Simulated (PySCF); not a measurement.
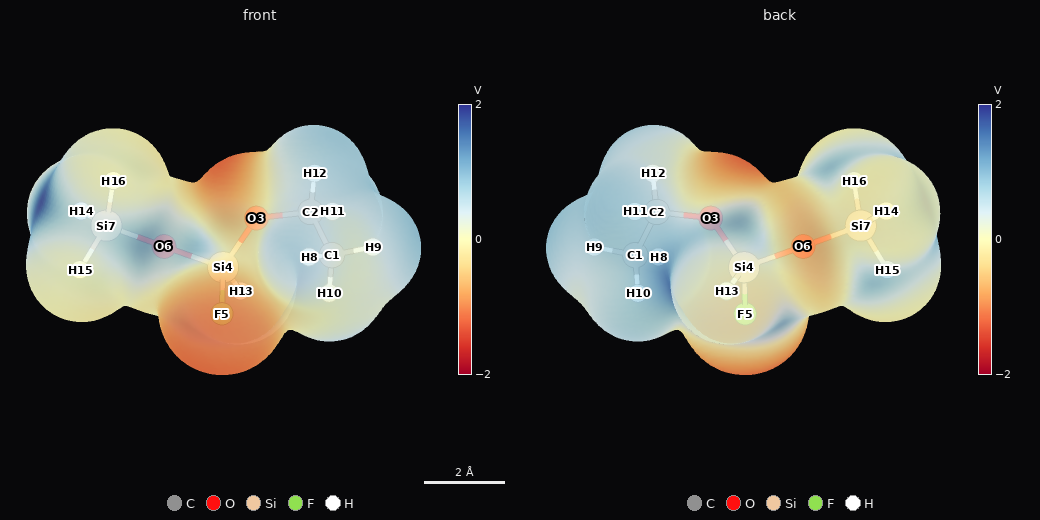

Figure 1: C$_{2}$H$_{9}$FO$_{2}$Si$_{2}$. The molecular electrostatic potential painted on the density surface at 0.002 e/bohr³, seen from the front and from behind; the colour scale runs from red (negative) to blue (positive).

Geometry: GFN2-xTB.

All numbers below come from PySCF, PBE0/pcSseg-1, SCF density, gas phase, non-relativistic.

```yaml
atoms:
  - { symbol: C, position_ang: [-2.6282, -0.0302, -0.0902] }
  - { symbol: C, position_ang: [-1.7195, -0.8952, 0.7677] }
  - { symbol: O, position_ang: [-0.3708, -0.5148, 0.6900] }
  - { symbol: Si, position_ang: [0.6023, -0.2759, -0.5603] }
  - { symbol: F, position_ang: [0.1237, 1.0191, -1.3890] }
  - { symbol: O, position_ang: [2.0503, 0.0230, 0.0441] }
  - { symbol: Si, position_ang: [3.1644, 0.9030, 0.8346] }
  - { symbol: H, position_ang: [-2.5044, 1.0159, 0.1765] }
  - { symbol: H, position_ang: [-3.6644, -0.3194, 0.0613] }
  - { symbol: H, position_ang: [-2.3735, -0.1477, -1.1401] }
  - { symbol: H, position_ang: [-1.8075, -1.9460, 0.4660] }
  - { symbol: H, position_ang: [-1.9985, -0.8111, 1.8235] }
  - { symbol: H, position_ang: [0.7301, -1.3530, -1.5151] }
  - { symbol: H, position_ang: [4.2983, -0.0144, 0.9175] }
  - { symbol: H, position_ang: [3.4492, 2.0837, 0.0209] }
  - { symbol: H, position_ang: [2.6410, 1.2718, 2.1486] }
```

Which sites attract a positive test charge, and which a negative one?

A positive charge is drawn to the negative regions and a negative charge to the positive ones. The most negative region (about −1.1 V) lies over O3 and F5, the most positive (about +1.7 V) over Si7.

How polar is the molecule by this calculation?

Its dipole moment is 1.55 D.
